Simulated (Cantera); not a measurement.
Input: 1 mol C6H6, 0.016 mol O2, at 82.0 Pa.

Equilibrium computed with Cantera from the NASA thermochemical tables; the gas is ideal and each condensed phase is pure. Candidate condensed phases: C, C6H6, C7H8, C8H18, H2O; 110 gas species. The numbers say what is thermodynamically allowed, not how fast it happens.

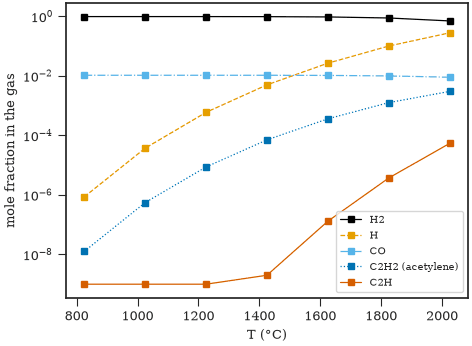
*Equilibrium gas composition (values under 1e-9 drawn at 1e-9)*

From 825 °C to 2025 °C the condensed part is C(graphite). The main C-bearing gas is CO throughout.
